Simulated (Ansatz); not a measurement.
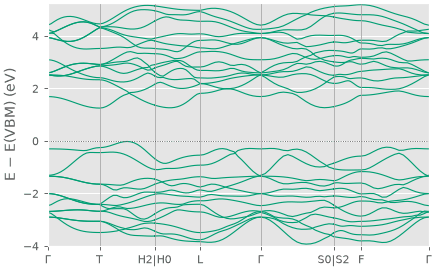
*Band structure from LDA (plane waves, PAW; program Ansatz)*

The gap is 1.25 eV; an edge lies off the plotted path or next to a special point (maximum off the standard path, minimum at T).

Question: Pick the material that matches.
A) SnPS3, R-3 (Sn on 6c, P on 6c, S on 18f)
B) WS2, R3m (W on 3a, S on 3a, S on 3a)
C) Sn4Te3Se, R3m (Pearson symbol hR8)
D) InGaP2, R3m (In on 3a, Ga on 3a, P on 3a, P on 3a)

Answer: A, SnPS3, R-3 (Sn on 6c, P on 6c, S on 18f)

The first step of the workflow began from a Materials Project structure, measured or hypothetical; the Crystallography Open Database copy checked does not list it. COD files the formula under space group No. 7, 14, so this cell is another polymorph or a model. Its standing as an ambient phase is unchecked. The LDA relaxation kept the symmetry of its start; whether a distortion lowers the energy is not shown. A crystal of weakly bound layers computed without a dispersion correction: the cell and the soft elastic constants depend strongly on that. Spin–orbit coupling is left out wherever it is not named.

Potentials: the later of the program's two PAW sets.
